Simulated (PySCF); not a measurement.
**C₃H₃F₅ (SMILES CC(F)(F)C(F)(F)F): density, localisation and related maps**

The calculation's input:

```
{"job": {"kind": "nmr", "xc": "PBE0", "basis": "pcSseg-1", "pop": false}, "charge": 0, "multiplicity": 1}
C     -1.285400    -0.278200     0.143200
C     -0.064100     0.601800    -0.005600
F     -0.160200     1.399800    -1.097400
F      0.076600     1.436700     1.053400
C      1.244800    -0.222600    -0.134900
F      1.419700    -0.995300     0.941500
F      1.183800    -1.033600    -1.195700
F      2.322900     0.540000    -0.266900
H     -1.187400    -0.885700     1.039300
H     -2.164100     0.356900     0.228000
H     -1.381100    -0.917100    -0.731000
```

Run with:

```sh
OMP_NUM_THREADS=1 python probes_run.py task.json out
```

Geometry: GFN2-xTB, NEB image 0 of 0 to 8.

These are results of PySCF, PBE0/pcSseg-1, SCF density, gas phase, non-relativistic, not measurements.

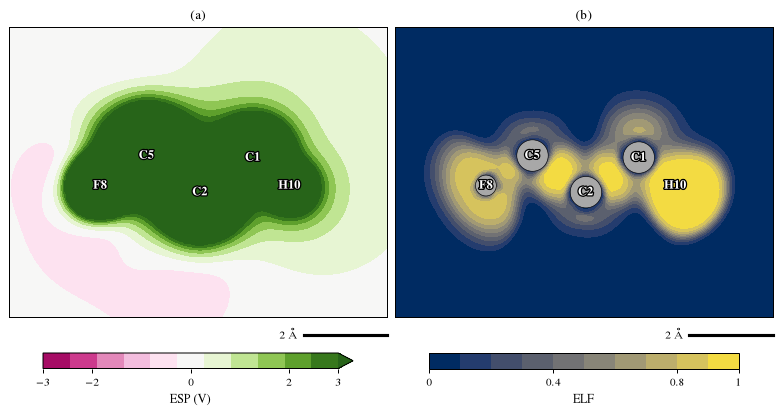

Figure 1. (a) electrostatic potential; (b) ELF on the plane of atoms C2, C1 and H10. Grey discs cover the atomic cores in the ELF map.

What does the map show?

- The section cuts through C, F and H sites.
- C–F (1.33 Å): the ELF peaks at about 0.85 between the atoms (a shared but strongly polarised pair).
- C–C (1.51 Å): the ELF peaks at about 0.95 between the atoms, as expected for a covalent bond.
- C–H (1.09 Å): the ELF climbs to about 1 towards the hydrogen, as it does in any bond to H; an ordinary covalent bond to hydrogen.
- The ELF also peaks beside F8, away from the bonds: lone-pair regions.
- Outside the dense part of the molecule the potential is most negative (−0.5 V) near F3, which lies off the plane.

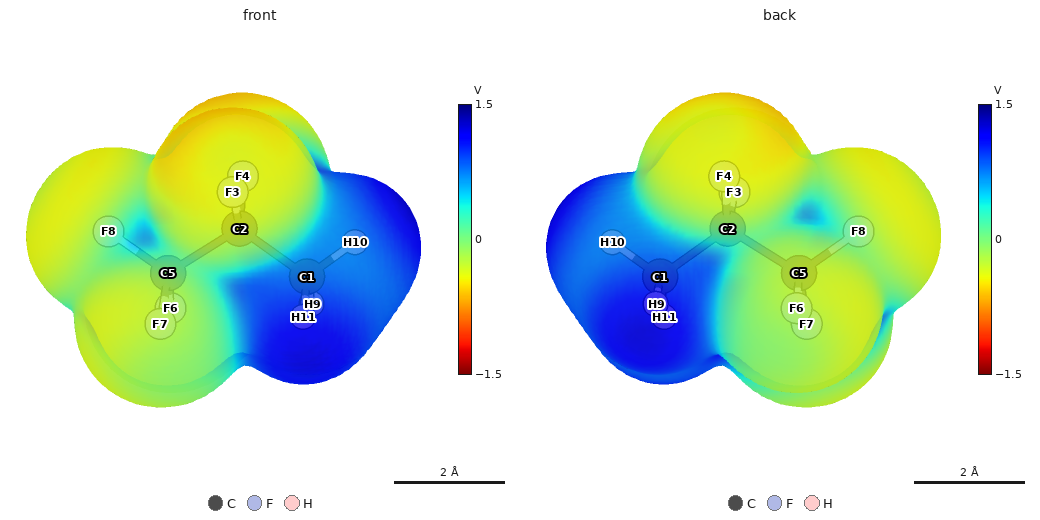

Figure 2. The electrostatic potential painted on the density surface at 0.002 e/bohr³, seen from the front and from behind; the colour scale runs from red (negative) to blue (positive).

Describe the electrostatic potential map.

The most negative region (about −0.6 V) lies over F3 and F4, the most positive (about +1.2 V) over H9, H10 and H11.

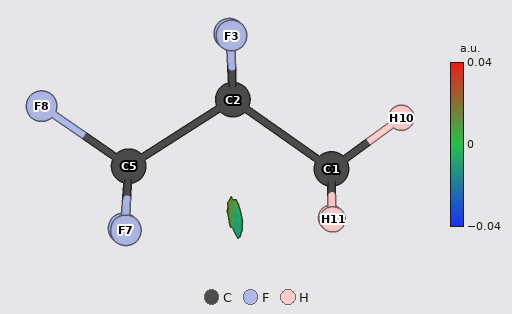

Figure 3. Non-covalent interaction (NCI) plot: the surface where the reduced density gradient is 0.5, for densities under 0.05 a.u., coloured by sign(λ₂)ρ; seen across its widest extent.

Identify the weak interactions.

Near H11, F7 and C1: mostly steric crowding (olive to red); near H9, F6 and C1: mostly steric crowding (olive to red).
